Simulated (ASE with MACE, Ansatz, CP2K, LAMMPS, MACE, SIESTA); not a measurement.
## Machine-learned potentials on amorphous 59Ga2O3-41P2O5 (mol %) (192 atoms): settings against a plane-wave reference

Aim: run amorphous 59Ga2O3-41P2O5 (mol %) (192 atoms) in machine-learned potentials and see how near its forces come to a plane-wave reference, and at what cost.

Program: ASE with MACE. Level of theory: the method is named at each step. Results are calculated unless marked as measured.

## 1. Starting point

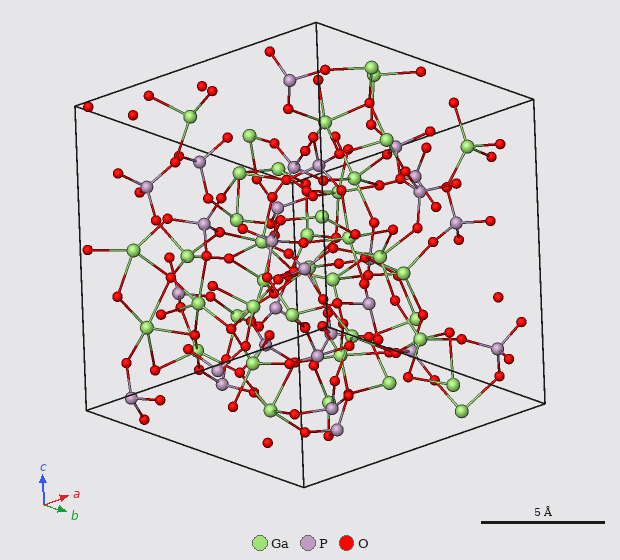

The starting structure, seen from a free direction (gallium green, phosphorus pink, oxygen red). Bonds to atoms that aren't drawn are left out. Some periodic images of atoms are drawn too.

The cell holds 192 atoms: 39 Ga, 27 P and 126 O. Its edges and angles: a = 13.263 Å, b = 13.263 Å, c = 13.263 Å, α = 90.0°, β = 90.0°, γ = 90.0°. 192 atoms (39 Fe, 27 P, 126 O) placed at random at 3.33 g/cm³, melted at 5000 K for 10 ps at fixed volume with the Morse and Coulomb pair potential with partial charges (Pedone, Malavasi, Menziani, Cormack and Segre, J. Phys. Chem. B 110, 11780 (2006)). Quenched from 5000 K to 300 K at 100 K/ps and fixed volume, held 10 ps at zero pressure, then minimised at fixed cell. Then Fe was replaced by Ga and the cell scaled by 1.005 (the potential has no terms for the new elements, so the cell is a start for a DFT relaxation).

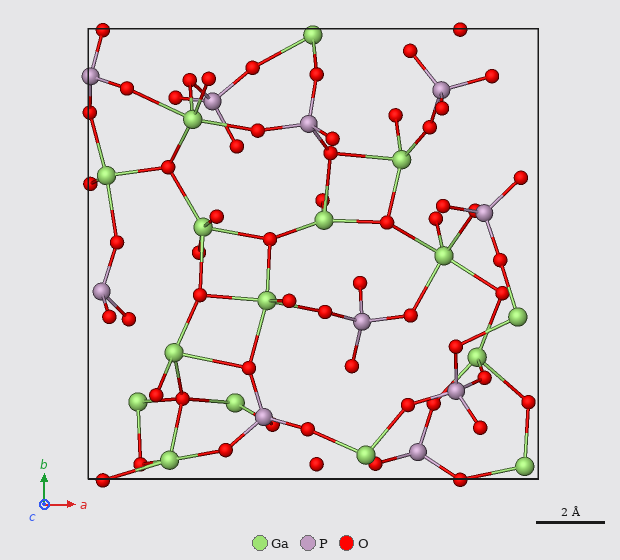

A slice 6 Å thick through the middle of the cell. Bonds to atoms that aren't drawn are left out.

The yardstick, on the same geometry:

```
method                                           : Kohn-Sham DFT, PBE, PAW, plane waves (Ansatz 0.2.0); cutoff 420 eV, Γ point, fermi-dirac smearing of 0.05 eV; PAW set soft_2
r.m.s. force component                           : 1.058 eV/Å
longest force                                    : 4.485 eV/Å
gap (highest filled to lowest empty level) : 0.5723 eV
SCF cycles                                       : 11
time                                             : 44 s on 16 threads of Arm Neoverse N1, shared host
CPU time                                         : 11 min
```

## 2. MACE MP-0b2 small potential

Method: machine-learned interatomic potential MACE MP-0b2 small, trained on PBE(+U) plane-wave data.

run.py

```python
import numpy as np
from ase.io import read
import mlip  # loads the published weights by name

atoms = read("structure.xyz")
atoms.calc = mlip.calc("mace-mp-0b2-small")
energy = atoms.get_potential_energy()
forces = atoms.get_forces()
print(f"energy {energy:.6f} eV")
print("forces (eV/A)")
for i, (a, f) in enumerate(zip(atoms, forces)):
    print(f"{i:4d} {a.symbol:2s} {f[0]:10.5f} {f[1]:10.5f} {f[2]:10.5f}")
```

structure.xyz

```xyz
192
Lattice="13.26336 0.00000 0.00000 0.00000 13.26336 0.00000 0.00000 0.00000 13.26336" Properties=species:S:1:pos:R:3 pbc="T T T"
Ga 7.46621 2.06232 2.99566
Ga 2.39802 0.55573 6.45554
Ga 4.33208 2.24297 4.04254
Ga 6.96181 9.17466 10.51957
Ga 9.77854 12.06634 0.33079
Ga 3.38640 7.41886 6.62226
Ga 1.71243 5.04101 3.41280
Ga 5.55005 9.52097 3.29037
Ga 1.05271 11.22531 13.07250
Ga 4.38473 11.09202 11.11403
Ga 6.94894 7.62484 5.72738
Ga 4.12835 6.02329 12.35959
Ga 9.76329 4.30582 10.96071
Ga 12.10666 8.95264 0.04828
Ga 5.31940 12.74118 2.95959
Ga 1.62662 12.20919 10.29330
Ga 12.86042 0.37270 5.00148
Ga 3.76892 2.80719 12.47552
Ga 1.46494 2.27029 3.78258
Ga 10.14090 1.39862 1.73193
Ga 12.98417 3.63880 12.29049
Ga 10.91084 6.12489 13.16972
Ga 12.65775 4.77428 9.51739
Ga 8.25114 7.19033 2.78358
Ga 2.02545 12.71121 3.00442
Ga 10.61268 8.72477 2.39032
Ga 11.33460 11.25900 11.22929
Ga 0.42867 9.24708 10.52315
Ga 10.48150 6.57571 5.46954
Ga 11.45848 3.58840 5.28810
Ga 6.61881 13.08298 5.47856
Ga 0.54061 8.93950 6.22662
Ga 3.08015 10.59623 8.07659
Ga 9.23422 9.40744 5.81757
Ga 2.53065 3.72143 6.96883
Ga 2.98863 7.97964 1.20179
Ga 8.18402 0.70455 8.27050
Ga 5.26675 5.25600 7.23914
Ga 5.34818 4.31391 1.67569
P 12.15269 11.72322 2.30729
P 0.84554 6.61616 12.26463
P 8.73419 4.47068 1.10577
P 10.84001 2.59617 8.35459
P 8.35777 10.73032 3.01330
P 8.06903 4.63448 5.13053
P 0.39604 5.52366 6.39161
P 4.07477 6.59534 3.40935
P 10.58894 1.28217 11.79020
P 0.07096 11.86514 7.45016
P 6.21097 8.11943 0.43424
P 6.49799 10.46214 7.46979
P 3.84372 11.08485 0.90430
P 3.66334 11.12570 5.15388
P 7.41475 12.41994 11.29508
P 6.72784 5.74065 10.20032
P 3.55286 8.24729 9.93492
[... 132 atom lines left out ...]
O 2.03845 7.04139 13.11468
O 5.54515 2.20570 12.95353
O 5.18531 5.59051 3.26690
O 3.78841 7.73002 8.54505
```

Run with:

```bash
OMP_NUM_THREADS=4 python run.py > output.txt
```

The program printed:

```text
energy -1246.728244 eV
forces (eV/A)
   0 Ga   -0.39299    0.57257   -0.08296
   1 Ga    0.98794    0.49307   -0.86526
   2 Ga   -0.47319   -0.40908   -0.11328
   3 Ga    0.25171   -1.59593   -0.45445
   4 Ga    0.67879   -0.43553    0.31629
   5 Ga    0.22871   -0.13038    0.25970
   6 Ga   -0.20686    1.13058    0.26539
   7 Ga    0.92764   -0.85713   -0.00345
   8 Ga    0.10022    0.61296    0.11485
   9 Ga   -1.18421   -0.29939    0.11997
  10 Ga    0.03077    0.40520   -0.44949
  11 Ga    1.47644    1.04519   -1.20628
  12 Ga   -0.07647   -1.05232   -0.02482
  13 Ga   -0.13350   -0.41116   -0.78313
  14 Ga   -0.99884    0.64444   -0.27064
  15 Ga    0.63928    0.40069    0.36185
  16 Ga   -1.13850    0.84516   -0.71768
  17 Ga   -0.78855   -1.46739   -0.10114
  18 Ga   -0.57181    0.24261    0.29155
  19 Ga    1.44794    1.38044    0.30483
  20 Ga   -0.26354   -0.39071    0.18681
  21 Ga    0.02561    0.31363    0.17097
  22 Ga   -0.86905    0.07415   -0.36003
  23 Ga   -0.80420   -0.10547    0.83518
[...]
184 O    -0.82706   -0.61318    1.09478
 185 O    -0.82411    0.76355    1.35592
 186 O    -1.40316   -0.16172   -2.56872
 187 O    -0.10642   -0.35025    2.32750
 188 O     2.04920    0.36726    0.87397
 189 O    -0.59195    0.81150   -0.96716
 190 O     1.60398   -1.49553   -0.44651
 191 O     0.39570   -0.56867   -0.92351
```

Wall time 12 s (4 threads of Arm Neoverse N1, shared host); peak memory 0.82 GiB.

Banners, paths, timers and routine set-up lines are dropped from the logs unmarked, and long logs keep their key lines alone; longer cuts are marked.

Against the reference:

```
r.m.s. force component                  : 0.9437 eV/Å
r.m.s. difference of force components   : 206.9 meV/Å
longest difference of force vectors     : 2653 meV/Å
force difference over r.m.s. force      : 19.55 %
slope of forces against the reference's : 0.8783
correlation of force components         : 0.9852
```

Length of the force difference by element (eV/Å):

```
element  atoms  mean  most
     Ga     39  0.27  0.63
      O    126  0.23  0.97
      P     27  0.45   2.7
```

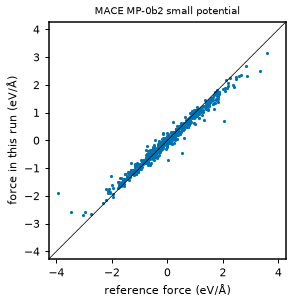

Force components against those of the reference; the line marks equality.

Local excerpt of 14 atoms (numbers count through the whole input) about O141, picked at random; x, y, z are measured from there.

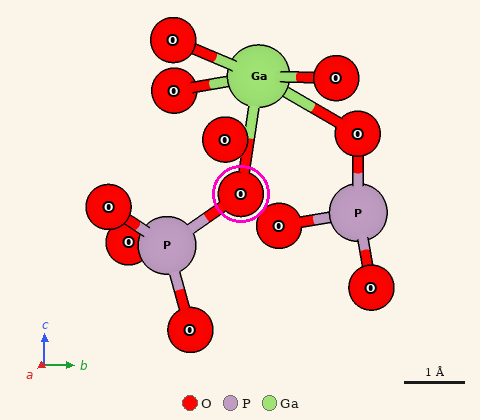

The atoms of the table, within 3.0 Å (arrows a, b, c point along x, y, z); some may hide others; the central atom is ringed.

```
atom      x      y      z  distance (Å)  bonds     Fx     Fy  Fz (eV/Å)
O141   0.00   0.00   0.00          0.00      2  -0.65   0.92       0.87
 P50   0.15  -1.21  -0.90          1.51      4   0.92   1.35       0.67
 Ga8  -0.51   0.19   1.96          2.03      6   0.93  -0.86       0.00
O153   1.14  -2.11  -0.20          2.41      2   1.25  -1.21       0.41
O109   0.46  -0.74  -2.29          2.45      2   0.51   0.51      -1.41
O167  -1.19  -2.01  -0.98          2.53      3  -2.70  -1.42      -0.25
O134  -1.56   1.78   0.96          2.55      3   1.75  -0.09       1.13
O150  -1.66  -1.35   1.57          2.65      3   0.05   1.87      -1.05
O139   0.84   1.66   2.08          2.79      3  -2.04   0.15      -0.39
 P52  -2.22   1.76  -0.43          2.86      4  -0.60  -1.21      -0.36
O128  -2.75   0.36  -0.74          2.87      2  -0.51  -1.32      -0.03
O142   2.67   0.00   1.13          2.90      3   0.21  -1.73      -1.25
 O68   0.84  -1.12   2.63          2.98      3  -0.02  -0.16      -0.13
 O78  -1.37   2.10  -1.62          2.98      2   1.10   0.78      -0.88
```

Atoms are counted from 1 here, from 0 in the log.

Forces lie 20 % from the reference's, at 0.019 times its CPU time (on 4 against 16 cores).

## 3. Summary of results

| Property | Result |
| --- | --- |
| force difference from the reference | MACE MP-0b2 small potential, 20 % |
| its CPU time | 13 s |

In words: Machine-learned potentials differ by 20 % (MACE MP-0b2 small potential); they were trained on other programs' data. Machine-learned potentials mimic data converged in k, so the reference's own k-point error enters their differences. The quench rate of 100 K/ps is many orders above laboratory rates, so the cell is likely richer in defects and strain than a real sample. The network of bonds at the start is that of the classical potential that made the cell, and needn't be the one that DFT or experiment would give. The electronic-structure runs sample only Γ, in a cell whose shortest periodic width is 13 Å.

[Also dropped from logs without a mark: logging warnings of Python, and SIESTA's first energy breakdown and zero terms.]

[Logs are printed without paths, hosts, clocks, repeated set-up lines and the standing remarks that a program may print on its own settings, such as how far it seeks lower states.]

[Hosts, paths, dates, database ids (printed as entryN), source tags and the programs' standing remarks are cut or masked in the printed files.]
